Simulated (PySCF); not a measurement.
**One shape, several levels: C3H10Ge (SMILES C[CH2][GeH2][CH3])**

We compute a comparison of 6 runs (BHLYP/cc-pVDZ, BLYP/cc-pVDZ, CAM-B3LYP/cc-pVDZ, M06-2X/cc-pVDZ, M06-L/cc-pVDZ, r2SCAN/cc-pVDZ) of C3H10Ge. 

The calculation is run with PySCF 2.14.0.

## (1) The system as given

C3H10Ge has 14 atoms, charge 0, and is taken as a singlet. SMILES: `C[CH2][GeH2][CH3]`. The C1–H5 distance was set to 1.421 Å, away from the relaxed value.

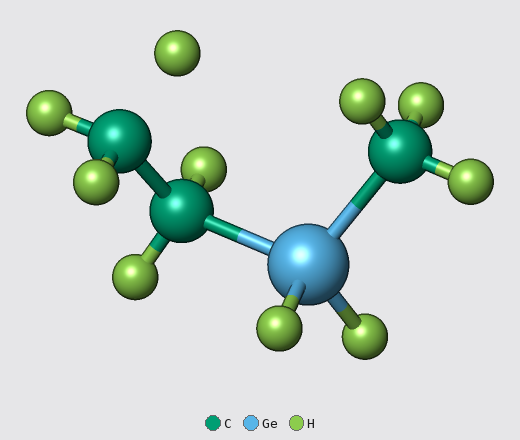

The structure, seen from a chosen angle (carbon teal, germanium blue, hydrogen green).

## (2) A single-point energy at BHLYP/cc-pVDZ (run 1)

Contents of mol.xyz:

```xyz
14
C3H10Ge
C     -0.730715     0.915519     1.553340
C     -0.528715    -0.578081     1.337940
Ge     0.930485    -0.990181     0.091840
C      0.578885    -0.215281    -1.669460
H     -1.051300     1.582300     0.339900
H     -1.544515     1.114419     2.256440
H      0.170485     1.386819     1.954840
H     -1.440615    -1.039781     0.947440
H     -0.310315    -1.077981     2.285740
H      2.250785    -0.412981     0.650240
H      1.093585    -2.519981    -0.039360
H      0.497885     0.870619    -1.601060
H     -0.353915    -0.608881    -2.076960
H      1.386885    -0.456181    -2.361560
```

Contents of run.py:

```python
from pyscf import gto, dft

mol = gto.Mole()
mol.atom = 'mol.xyz'
mol.max_memory = 1860
mol.verbose = 3
mol.spin = 0
mol.charge = 0
mol.basis = 'cc-pvdz'
mol.build()

myscf = dft.RKS(mol, xc='bhandhlyp')
myscf.grids.level = 5
myscf.conv_tol = 1e-10
myscf.kernel()
if not myscf.converged:
    myscf = myscf.newton().run(myscf.mo_coeff, myscf.mo_occ)

energy = myscf.e_tot
print(f'total energy: {energy:.8f} hartree')
```

On the command line:

```
$ OMP_NUM_THREADS=1 python run.py
```

Output:

```text
converged SCF energy = -2197.16778166847
total energy: -2197.16778167 hartree
```

It took 25 s on 1 thread of Intel Xeon 6975P-C (Granite Rapids), shared host; peak memory 0.68 GiB.

## (3) The energy at BLYP/cc-pVDZ (run 2)

Contents of job.py:

```python
from pyscf import gto, dft

mol = gto.Mole()
mol.atom = '''
C       -0.730715       0.915519       1.553340
C       -0.528715      -0.578081       1.337940
Ge       0.930485      -0.990181       0.091840
C        0.578885      -0.215281      -1.669460
H       -1.051300       1.582300       0.339900
H       -1.544515       1.114419       2.256440
H        0.170485       1.386819       1.954840
H       -1.440615      -1.039781       0.947440
H       -0.310315      -1.077981       2.285740
H        2.250785      -0.412981       0.650240
H        1.093585      -2.519981      -0.039360
H        0.497885       0.870619      -1.601060
H       -0.353915      -0.608881      -2.076960
H        1.386885      -0.456181      -2.361560
'''
mol.charge = 0
mol.spin = 0
mol.basis = 'cc-pvdz'
mol.max_memory = 1860
mol.verbose = 3
mol.build()

calc0 = dft.RKS(mol, xc='blyp')
calc0.grids.level = 5
calc0.conv_tol = 1e-10
calc0.kernel()
if not calc0.converged:
    calc0 = calc0.newton().run(calc0.mo_coeff, calc0.mo_occ)

e_tot = calc0.e_tot
print(f'total energy: {e_tot:.8f} hartree')
```

On the command line:

```
$ OMP_NUM_THREADS=1 python job.py
```

Output:

```text
converged SCF energy = -2197.22768292406
total energy: -2197.22768292 hartree
```

Run time: 30 s. Hardware: 1 thread of Intel Xeon 6975P-C (Granite Rapids), shared host; peak memory 0.68 GiB.

Run 3 isn't shown in full; the table further down has it.

## (4) A single-point energy at M06-2X/cc-pVDZ (run 4)

Contents of input.py:

```python
from pyscf import gto, dft

molecule = gto.M(
    atom='''
C     -1.380851     1.730080     2.935387
C     -0.999127    -1.092415     2.528340
Ge     1.758362    -1.871171     0.173552
C      1.093934    -0.406822    -3.154822
H     -1.986669     2.990114     0.642318
H     -2.918710     2.105947     4.264054
H      0.322170     2.620708     3.694112
H     -2.722368    -1.964901     1.790402
H     -0.586410    -2.037089     4.319423
H      4.253367    -0.780421     1.228776
H      2.066576    -4.762074    -0.074380
H      0.940866     1.645231    -3.025565
H     -0.668802    -1.150618    -3.924886
H      2.620833    -0.862057    -4.462702
''',
    spin=0,
    max_memory=1860,
    unit='bohr',
    basis='cc-pvdz',
    verbose=4,
)

mf = dft.RKS(molecule)
mf.xc = 'm06-2x'
mf.grids.level = 5
mf.conv_tol = 1e-10
mf.kernel()
if not mf.converged:
    mf = mf.newton().run(mf.mo_coeff, mf.mo_occ)

energy = mf.e_tot
print('Final energy', energy)
```

On the command line:

```
$ OMP_NUM_THREADS=1 python input.py
```

Output:

```text
PySCF version 2.14.0

[... 83 lines left out ...]
converged SCF energy = -2197.2073923052
Final energy -2197.2073923052003
```

Run time: 43 s. Hardware: 1 thread of Intel Xeon 6975P-C (Granite Rapids), shared host; peak memory 0.69 GiB.

Run 5 isn't shown in full; the table further down has it.

## (5) A single-point energy at r2SCAN/cc-pVDZ (run 6)

Contents of calc.py:

```python
from pyscf import gto, dft

mol = gto.M(
    atom=[
    ('C', (-0.730715, 0.915519, 1.553340)),
    ('C', (-0.528715, -0.578081, 1.337940)),
    ('Ge', (0.930485, -0.990181, 0.091840)),
    ('C', (0.578885, -0.215281, -1.669460)),
    ('H', (-1.051300, 1.582300, 0.339900)),
    ('H', (-1.544515, 1.114419, 2.256440)),
    ('H', (0.170485, 1.386819, 1.954840)),
    ('H', (-1.440615, -1.039781, 0.947440)),
    ('H', (-0.310315, -1.077981, 2.285740)),
    ('H', (2.250785, -0.412981, 0.650240)),
    ('H', (1.093585, -2.519981, -0.039360)),
    ('H', (0.497885, 0.870619, -1.601060)),
    ('H', (-0.353915, -0.608881, -2.076960)),
    ('H', (1.386885, -0.456181, -2.361560)),
],
    basis='cc-pvdz',
    verbose=4,
    max_memory=1860,
)

mf = dft.RKS(mol)
mf.xc = 'r2scan'
mf.conv_tol = 1e-10
mf.grids.level = 5
mf.kernel()
if not mf.converged:
    mf = mf.newton().run(mf.mo_coeff, mf.mo_occ)

e_final = mf.e_tot
print(f'total energy: {e_final:.8f} hartree')
```

On the command line:

```
$ OMP_NUM_THREADS=1 python calc.py
```

Output:

```text
PySCF version 2.14.0

[... 87 lines left out ...]
converged SCF energy = -2197.18313413494
total energy: -2197.18313413 hartree
```

Run time: 47 s. Hardware: 1 thread of Intel Xeon 6975P-C (Granite Rapids), shared host; peak memory 0.69 GiB.

## (6) The series

```
run              level   energy (Eh)  dipole moment (D)  HOMO energy (eV)  LUMO energy (eV)  wall time
  1      BHLYP/cc-pVDZ  -2197.167782               0.58             -9.10              1.94       25 s
  2       BLYP/cc-pVDZ  -2197.227683               0.63             -6.56              0.18       30 s
  3  CAM-B3LYP/cc-pVDZ  -2197.310066               0.58             -9.27              2.07       49 s
  4     M06-2X/cc-pVDZ  -2197.207392               0.58             -9.08              1.89       43 s
  5      M06-L/cc-pVDZ  -2197.199165               0.54             -6.88              0.66       52 s
  6     r2SCAN/cc-pVDZ  -2197.183134               0.60             -6.99              0.50       47 s
```

## (7) Summary of results

| quantity | value |
| --- | --- |
| run 6: total energy | -2197.18313 Eh |
| run 6: dipole moment | 0.60 D |
| run 6: HOMO energy | -6.99 eV |
| run 6: LUMO energy | 0.50 eV |
| run 6: HOMO–LUMO gap | 7.49 eV |

In words: The dipole moment (its size) runs from 0.54 D (M06-L/cc-pVDZ) to 0.63 D (BLYP/cc-pVDZ). The HOMO–LUMO gap runs from 6.74 eV (BLYP/cc-pVDZ) to 11.35 eV (CAM-B3LYP/cc-pVDZ). Totals of different functionals can't be ranked against each other. All runs together took 4.1 min, the longest 52 s.
